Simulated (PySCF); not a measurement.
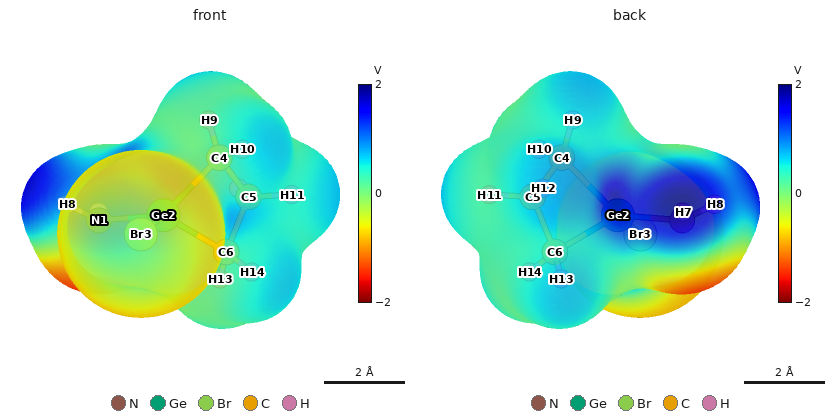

The picture shows: C3H8BrGeN (SMILES [NH2][Ge]1([Br])[CH2]C[CH2]1). The molecular electrostatic potential painted on the density surface at 0.002 e/bohr³, seen from the front and from behind; red is negative and blue positive.

Geometry: GFN2-xTB.

All numbers below come from wB97X-D/def2-SVPD, SCF density, gas phase in PySCF 2.14.0.

```xyz
14

N     2.3742    0.3558   -0.2397
Ge    0.7436    0.3571    0.5912
Br    1.2460    1.2867    2.6484
C    -0.6149   -1.1626    0.5353
C    -1.3445   -0.4092   -0.5873
C    -0.8301    1.0367   -0.4726
H     2.4161   -0.0514   -1.1613
H     3.1877    0.0721    0.2877
H    -0.3142   -2.1751    0.2787
H    -1.2059   -1.2028    1.4482
H    -2.4281   -0.4744   -0.4930
H    -1.0648   -0.8247   -1.5560
H    -0.6696    1.5329   -1.4260
H    -1.4961    1.6583    0.1244
```

Where is the surface potential most negative and most positive?

Answer. The most negative region (about −1.4 V) lies over N1, the most positive (about +1.8 V) over H7. N1 is the likeliest acceptor of a hydrogen bond.

What dipole moment does the calculation give?

Answer. Its dipole moment is 2.84 D.
